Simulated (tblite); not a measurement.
## Run report: C$_{4}$H$_{12}$PSi$_{2}$, geometry relaxation (part 2 of 2)

Continued. System: C$_{4}$H$_{12}$PSi$_{2}$, multiplicity 2, SMILES C=C[C@H](C)[SiH2][SiH]P. Method: GFN2-xTB geometry optimisation, gas phase (tblite 0.8.0). It belongs to a series of runs on one base structure; here: H removed from Si.

Geometry of the input (Å):
```
C  -2.9406  -1.1657  -0.1670
C  -1.8425  -0.7679  -0.7772
C  -0.8330  -0.0214  0.0510
C  -1.0553  1.4410  -0.2909
Si 0.8066  -0.6883  -0.4112
Si 2.4091  -0.3062  1.0724
P  4.2039  0.3308  -0.0250
H  -3.6585  -1.7090  -0.7758
H  -3.1577  -0.9650  0.8731
H  -1.6319  -0.9744  -1.7943
H  -1.0482  -0.1372  1.1417
H  -1.5171  1.5100  -1.2992
H  -1.8386  1.8175  0.4198
H  -0.1634  2.0648  -0.1759
H  0.6346  -2.1436  -0.5193
H  1.2036  -0.2314  -1.7457
H  2.0333  0.6605  2.1000
H  4.0854  1.7375  -0.3807
H  4.3006  -0.4428  -1.2576
```

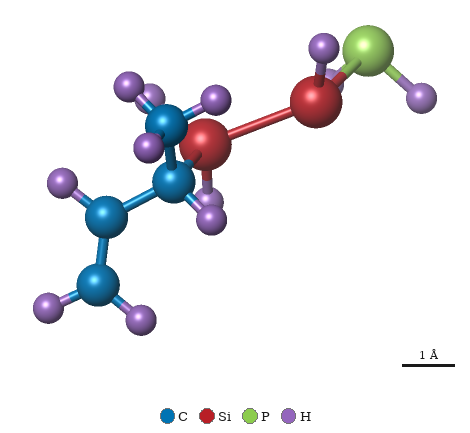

The geometry at step 195 of the log (ball-and-stick view, seen at a tilt).

Trajectory as extended XYZ, continued:
```
19
Properties=species:S:1:pos:R:3:forces:R:3 step=111 energy=-559.56663
C    -2.8108   -1.5615   -0.1926   -0.0140  -0.0180   0.0170
C    -2.1134   -0.5467   -0.6720    0.0450   0.0320  -0.0380
C    -0.9682    0.1023    0.0190    0.0260  -0.0100   0.0000
C    -0.9592    1.6092   -0.2192   -0.0030  -0.0060   0.0140
Si    0.6766   -0.7011   -0.5863   -0.0010  -0.0090  -0.0240
Si    2.3296   -0.0609    0.9107   -0.0150   0.0010   0.0000
P     4.3167    0.6542    0.1684   -0.0030   0.0160  -0.0090
H    -3.6230   -2.0076   -0.7409    0.0190  -0.0120   0.0150
H    -2.5932   -1.9827    0.7753   -0.0270  -0.0110   0.0140
H    -2.3484   -0.1480   -1.6507    0.0050   0.0060  -0.0050
H    -1.0452   -0.0893    1.0929   -0.0180  -0.0020   0.0120
H    -0.9126    1.8225   -1.2855    0.0200   0.0320   0.0010
H    -1.8610    2.0720    0.1784   -0.0480  -0.0230  -0.0030
H    -0.1049    2.0780    0.2659    0.0270  -0.0080  -0.0120
H     0.5107   -2.1648   -0.5631   -0.0140   0.0180   0.0000
H     0.8319   -0.3491   -2.0115   -0.0150   0.0070   0.0130
H     1.9456    1.0456    1.8160    0.0030   0.0110   0.0070
H     3.8908    0.8351   -1.1382    0.0200  -0.0120   0.0000
H     4.8282   -0.5978   -0.1286   -0.0070  -0.0130  -0.0010
19
Properties=species:S:1:pos:R:3:forces:R:3 step=139 energy=-559.58214
C    -2.7587   -1.6183   -0.2706    0.0060  -0.0020  -0.0050
C    -2.0814   -0.5672   -0.7007    0.0040   0.0210   0.0160
C    -1.0191    0.1384    0.0659    0.0030  -0.0030  -0.0050
C    -1.1187    1.6515   -0.1093   -0.0020  -0.0030   0.0070
Si    0.6733   -0.5348   -0.5594   -0.0320   0.0070   0.0210
Si    2.3791    0.1156    0.8633    0.0300   0.0290   0.0010
P     4.3776    0.5341   -0.0638   -0.0400   0.0250  -0.0200
H    -3.4988   -2.1109   -0.8781   -0.0030   0.0130  -0.0050
H    -2.6004   -2.0338    0.7116    0.0150   0.0250   0.0030
H    -2.2646   -0.1775   -1.6946   -0.0080  -0.0070   0.0180
H    -1.1204   -0.1085    1.1272    0.0090   0.0120  -0.0360
H    -0.9957    1.9252   -1.1566    0.0070  -0.0040   0.0210
H    -2.0934    2.0152    0.2176    0.0280  -0.0230   0.0150
H    -0.3515    2.1633    0.4713   -0.0280  -0.0320  -0.0200
H     0.5743   -2.0036   -0.5506    0.0080  -0.0320  -0.0220
H     0.7639   -0.1504   -1.9800    0.0050   0.0010  -0.0260
H     2.1607    1.3398    1.6654   -0.0080   0.0080  -0.0070
H     4.0059    0.1220   -1.3352    0.0190  -0.0130   0.0410
H     4.9579   -0.6909    0.2147   -0.0140  -0.0210   0.0040
19
Properties=species:S:1:pos:R:3:forces:R:3 step=167 energy=-559.60038
C    -2.7562   -1.6232   -0.2921   -0.0030   0.0010   0.0000
C    -2.0675   -0.5799   -0.7211   -0.0150   0.0130   0.0040
C    -1.0015    0.1072    0.0526    0.0150  -0.0190   0.0140
C    -1.1783    1.6213    0.0182    0.0070  -0.0050   0.0050
Si    0.7003   -0.4054   -0.6718   -0.0210  -0.0190  -0.0100
Si    2.3513    0.3774    0.7471    0.0060   0.0030   0.0050
P     4.3980    0.3491   -0.1590    0.0100   0.0210  -0.0020
H    -3.5137   -2.0990   -0.8906    0.0070  -0.0080  -0.0190
H    -2.5909   -2.0425    0.6874    0.0020   0.0020   0.0000
H    -2.2522   -0.1756   -1.7080   -0.0220   0.0010  -0.0030
H    -1.0497   -0.2309    1.0909   -0.0050   0.0050   0.0280
H    -1.1062    1.9917   -1.0020   -0.0100   0.0220  -0.0180
H    -2.1526    1.9055    0.4133   -0.0100  -0.0020   0.0070
H    -0.4110    2.1077    0.6169   -0.0070   0.0290   0.0000
H     0.7358   -1.8775   -0.7109    0.0110  -0.0150  -0.0050
H     0.7070    0.0157   -2.0862   -0.0080   0.0020  -0.0110
H     2.2365    1.7662    1.2505    0.0230  -0.0250  -0.0180
H     4.0400   -0.5023   -1.1921    0.0250  -0.0060   0.0240
H     4.9011   -0.6962    0.5950   -0.0030   0.0010   0.0010
19
Properties=species:S:1:pos:R:3:forces:R:3 step=195 energy=-559.61099
C    -2.7273   -1.6479   -0.3208    0.0060  -0.0050   0.0060
C    -2.0966   -0.5513   -0.7038    0.0010  -0.0110  -0.0100
C    -1.0018    0.1119    0.0529   -0.0120  -0.0010  -0.0010
C    -1.2162    1.6213    0.1065    0.0020   0.0080  -0.0020
Si    0.6701   -0.3394   -0.7824    0.0030   0.0000   0.0140
Si    2.3575    0.4910    0.5713   -0.0010   0.0030   0.0020
P     4.4642    0.2038   -0.1350   -0.0170  -0.0040  -0.0210
H    -3.5013   -2.1030   -0.9152    0.0050   0.0060   0.0010
H    -2.4934   -2.1366    0.6115    0.0030   0.0030  -0.0080
H    -2.3560   -0.0807   -1.6442    0.0010  -0.0040   0.0120
H    -0.9928   -0.2785    1.0746   -0.0010   0.0010   0.0010
H    -1.2330    2.0417   -0.8977    0.0030   0.0040   0.0100
H    -2.1664    1.8558    0.5861    0.0080  -0.0030  -0.0090
H    -0.4215    2.1061    0.6701    0.0010   0.0030  -0.0010
H     0.7554   -1.8100   -0.8255   -0.0020   0.0020  -0.0070
H     0.5666    0.0774   -2.1944    0.0030   0.0030  -0.0040
H     2.3384    1.9471    0.8413    0.0000  -0.0060   0.0040
H     4.1688   -0.8747   -0.9520    0.0010  -0.0030   0.0190
H     4.8755   -0.6246    0.8946   -0.0040   0.0050  -0.0050
19
Properties=species:S:1:pos:R:3:forces:R:3 step=222 energy=-559.61917
C    -2.6339   -1.6960   -0.3729    0.0020  -0.0010   0.0070
C    -2.1137   -0.5217   -0.6857    0.0040   0.0010   0.0040
C    -1.0217    0.1490    0.0676    0.0010   0.0000   0.0020
C    -1.2462    1.6549    0.1487    0.0020  -0.0050   0.0020
Si    0.6363   -0.2728   -0.8088   -0.0050  -0.0130   0.0010
Si    2.3575    0.4940    0.5361    0.0130  -0.0050  -0.0020
P     4.3837    0.0183   -0.2873    0.0010  -0.0090   0.0080
H    -3.4002   -2.1631   -0.9674   -0.0110   0.0120   0.0100
H    -2.3078   -2.2393    0.4997   -0.0030  -0.0060  -0.0160
H    -2.4609    0.0086   -1.5634    0.0070  -0.0170  -0.0080
H    -0.9871   -0.2610    1.0811   -0.0090   0.0090   0.0010
H    -1.2606    2.0921   -0.8482   -0.0060   0.0120   0.0150
H    -2.1989    1.8759    0.6292    0.0030   0.0000  -0.0030
H    -0.4557    2.1342    0.7235    0.0040  -0.0020  -0.0060
H     0.7151   -1.7405   -0.9098   -0.0010   0.0020  -0.0030
H     0.5142    0.1997   -2.2000   -0.0010   0.0030  -0.0140
H     2.4551    1.9565    0.7476   -0.0020   0.0010   0.0050
H     4.0626   -1.2767   -0.6530    0.0020   0.0020   0.0020
H     4.9524   -0.4027    0.9009    0.0000   0.0170  -0.0040
19
Properties=species:S:1:pos:R:3:forces:R:3 step=250 energy=-559.62231
C    -2.6600   -1.6850   -0.3658   -0.0020   0.0070   0.0020
C    -2.1244   -0.5200   -0.6872   -0.0010   0.0000  -0.0110
C    -1.0126    0.1358    0.0496   -0.0030   0.0010   0.0010
C    -1.2446    1.6371    0.1880    0.0010   0.0020   0.0010
Si    0.6253   -0.2438   -0.8831    0.0060  -0.0010   0.0080
Si    2.3587    0.4970    0.4648   -0.0050  -0.0040  -0.0020
P     4.3694   -0.1001   -0.3132    0.0020  -0.0020   0.0070
H    -3.4464   -2.1357   -0.9468    0.0010   0.0040   0.0040
H    -2.3303   -2.2360    0.5004   -0.0030  -0.0010  -0.0070
H    -2.4752    0.0128   -1.5620   -0.0010  -0.0020   0.0000
H    -0.9479   -0.3033    1.0495    0.0010   0.0010   0.0060
H    -1.3127    2.1081   -0.7907    0.0080  -0.0040  -0.0070
H    -2.1743    1.8354    0.7205    0.0010  -0.0090   0.0060
H    -0.4296    2.1041    0.7384   -0.0020   0.0010  -0.0020
H     0.7076   -1.7043   -1.0472    0.0010  -0.0040   0.0010
H     0.4802    0.2866   -2.2513   -0.0080   0.0000  -0.0010
H     2.5118    1.9649    0.5951    0.0020   0.0020   0.0030
H     4.0988   -1.4559   -0.3368    0.0050   0.0020  -0.0030
H     4.9963   -0.1886    0.9158   -0.0030   0.0060  -0.0070
19
Properties=species:S:1:pos:R:3:forces:R:3 step=278 energy=-559.62392
C    -2.7056   -1.6589   -0.3590    0.0040  -0.0010  -0.0040
C    -2.1310   -0.5161   -0.6929   -0.0070  -0.0020  -0.0010
C    -1.0158    0.1255    0.0515   -0.0070  -0.0010  -0.0030
C    -1.2224    1.6329    0.1605   -0.0020   0.0020   0.0030
Si    0.6253   -0.3023   -0.8537   -0.0050   0.0030   0.0000
Si    2.3534    0.4110    0.5132    0.0040   0.0070   0.0000
P     4.3701   -0.0009   -0.3629    0.0000   0.0050   0.0040
H    -3.4945   -2.0980   -0.9453   -0.0010   0.0040   0.0010
H    -2.4058   -2.2043    0.5213    0.0000   0.0030   0.0010
H    -2.4534    0.0102   -1.5824    0.0010  -0.0040  -0.0010
H    -0.9754   -0.2984    1.0591    0.0040   0.0000  -0.0010
H    -1.2641    2.0872   -0.8277    0.0040   0.0000   0.0000
H    -2.1584    1.8544    0.6723   -0.0010   0.0010   0.0020
H    -0.4112    2.0970    0.7184    0.0030  -0.0060  -0.0010
H     0.6806   -1.7664   -0.9968   -0.0010  -0.0070   0.0000
H     0.4988    0.2115   -2.2308    0.0010  -0.0010   0.0050
H     2.4358    1.8679    0.7755    0.0050  -0.0050  -0.0030
H     4.2133   -1.3733   -0.4203   -0.0030   0.0010  -0.0010
H     5.0505   -0.0698    0.8379    0.0000   0.0010   0.0000
```

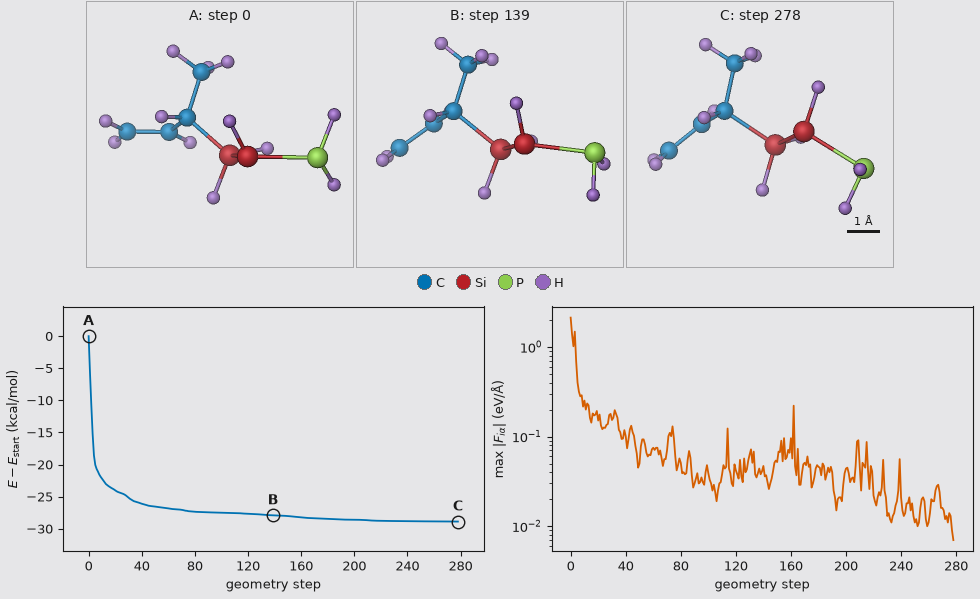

Frames of the relaxation (ball-and-stick view, seen at a tilt) above the curves, on which the letters mark them (steps are counted from 0).

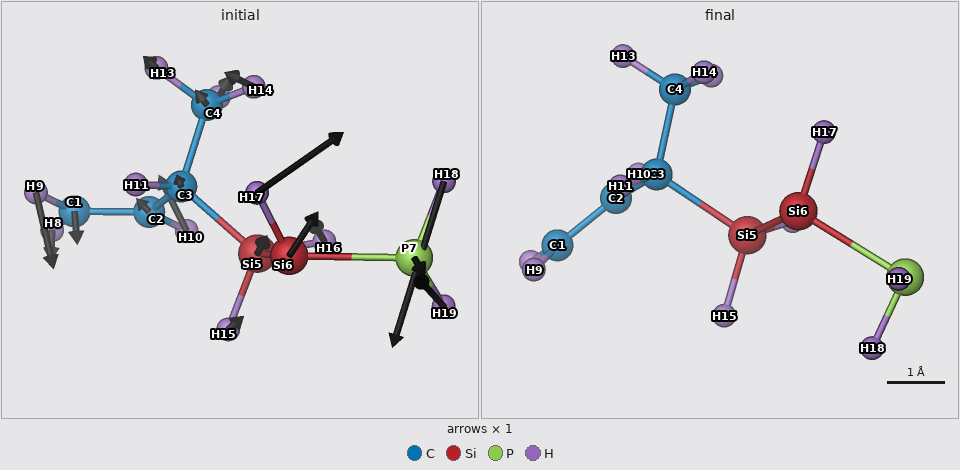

Before (left) and after (right) the relaxation, at one scale (ball-and-stick view, seen at a tilt). The black arrows give the displacements, at true length. The atom that moves furthest after the best rigid fit is H18 (3.07 Å). Largest moves by element: H 3.07 Å, Si 1.03 Å, C 0.60 Å, P 0.42 Å. Among the contacts that change: Si5–Si6 2.217 → 2.316 Å, C3–Si5 1.829 → 1.922 Å, P7–H18 1.456 → 1.383 Å, Si6–P7 2.198 → 2.237 Å. Among the angles that change: H18–P7–H19 108.1° → 92.4°, Si6–P7–H18 109.6° → 95.6°, Si6–P7–H19 108.8° → 96.5°. After 278 geometry steps the energy has fallen by 28.9 kcal/mol. Largest force component: 2.1 eV/Å at the start, 0.007 eV/Å at the end. (Atoms are counted from 1 in the order of the input.)

Results in brief:

```csv
quantity,value
outcome,converged
total energy,−559.6239 eV
wall time,9.2 s
peak memory,0.18 GiB
```
